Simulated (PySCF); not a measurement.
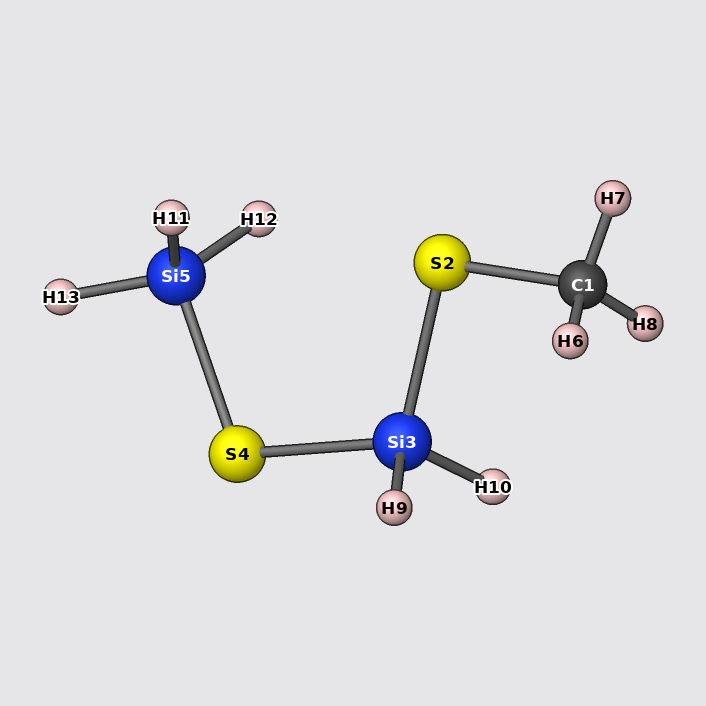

The questions are on isotropic NMR shieldings of the Si atoms. Geometry: an image of a reaction path computed with GFN2-xTB, not a minimum. Level of theory: GIAO PBE0/pcSseg-1 NMR shielding, non-relativistic, gas phase (PySCF 2.14.0).

List the isotropic NMR shieldings of the Si atoms.

```tsv
atom	σ (ppm)
Si3	360.3
Si5	408.4
```
